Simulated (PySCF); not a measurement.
System: C$_{4}$H$_{12}$Si$_{3}$.

The calculation's input:

```
{"job": {"kind": "nmr", "xc": "PBE0", "basis": "pcSseg-1"}, "charge": 0, "multiplicity": 1}
C      2.886555     0.013916     0.143081
Si     1.196258    -0.206516    -0.711039
C      0.371840     1.499437    -0.726763
C     -0.838697     1.823907    -0.274577
Si    -2.141434     0.728719     0.539238
C     -1.940054    -1.096535     0.057370
Si    -0.172616    -1.749784     0.331761
H      3.487771     0.770742    -0.352903
H      2.771900     0.315605     1.180528
H      3.451650    -0.913548     0.131664
H      1.483005    -0.508564    -2.133155
H      0.978712     2.294934    -1.156229
H     -1.143304     2.865008    -0.356782
H     -2.031053     0.870648     2.000068
H     -3.463850     1.220851     0.116894
H     -2.193780    -1.213445    -0.996775
H     -2.662977    -1.695625     0.609463
H      0.042362    -1.885335     1.782255
H     -0.092092    -3.125165    -0.191559
```

Launched as:

```sh
OMP_NUM_THREADS=1 python probes_run.py task.json out
```

Geometry: GFN2-xTB.

These are results of PySCF 2.14.0, PBE0/pcSseg-1, SCF density, gas phase, non-relativistic, not measurements.

Q: What can the converged electron density and electron localisation function tell about the bonding?

A: C–C (1.33 Å): ρ is about 2.3 e/Å³ halfway; the ELF peaks at about 0.90 between the atoms (a short, multiple covalent bond).
C–Si (1.89 Å): ρ at the midpoint is about 0.93 e/Å³; the ELF peaks at about 0.95 between the atoms (localised, covalent bonding).
Si–Si (2.31 Å): ρ is about 0.68 e/Å³ halfway; the ELF peaks at about 1 between the atoms (a shared electron pair).
C–H (1.09 Å): ρ at the midpoint is about 2 e/Å³; the ELF climbs to about 1 towards the hydrogen, as it does in any bond to H (a covalent bond by its length).

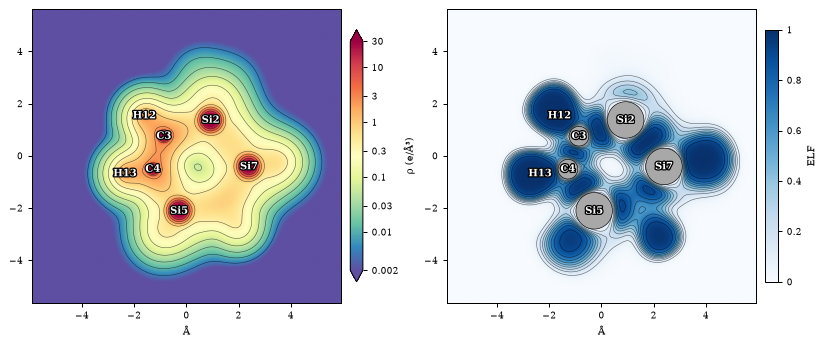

Computed electron density and electron localisation function on the plane of atoms C3, C4 and H13, in this order. Grey discs cover the atomic cores in the ELF map. 
